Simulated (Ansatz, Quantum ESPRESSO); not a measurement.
# Al(110), 5 layers against a metal electrode: the electrode's level over the Fermi level at a withheld member of a series

How the rows were computed: Quantum ESPRESSO 7.5, PBE, GBRV ultrasoft. The slab is relaxed neutral, then held. ESM with bc3: vacuum below and a metal electrode about 6 Å above the top atoms. Cold smearing of 0.02 Ry. Charges are set per cell from the starting area. The slabs take the lattice constants of the bulk relaxed by the same program. The series steps the charge of the slab (positive: electrons removed).

```tsv
charge of the slab	electrode's level over the Fermi level (eV)
1 ×10¹³ e/cm²	4.797
2 ×10¹³ e/cm²	5.618
3 ×10¹³ e/cm²	6.446
4.5 ×10¹³ e/cm²	7.704
6 ×10¹³ e/cm²	8.974
8 ×10¹³ e/cm²	10.687
```

One more run was made and is withheld. What is the electrode's level over the Fermi level at 7 ×10¹³ e/cm²?

**Fit.** The rows at 6 ×10¹³ e/cm² and 8 ×10¹³ e/cm² give a slope of (10.687 − (8.974))/(8 − (6)) = 0.8565, so a straight line gives 9.831 eV. A parabola through these and the row at 4.5 ×10¹³ e/cm² gives 9.828 eV.

**Check.** 9.828 eV. The line misses by +0.003 and the parabola by 0.000 eV. Both misses are under 5 % of the step from the nearer row.

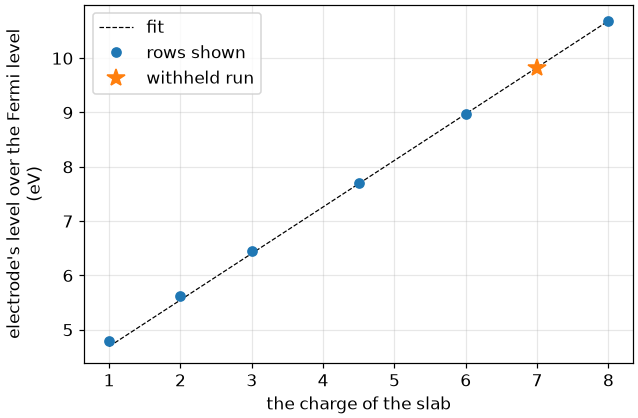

The rows shown, the fit and the withheld run.

Caveats: Vacuum fills the gap; ions don't answer the charge; added electrons can spill towards the electrode at the most negative charges. Members without a usable value, or on the other side of zero field or charge, are not listed.

[Logs are printed without paths, hosts, clocks, repeated set-up lines and the standing remarks that a program may print on its own settings, such as how far it seeks lower states.]
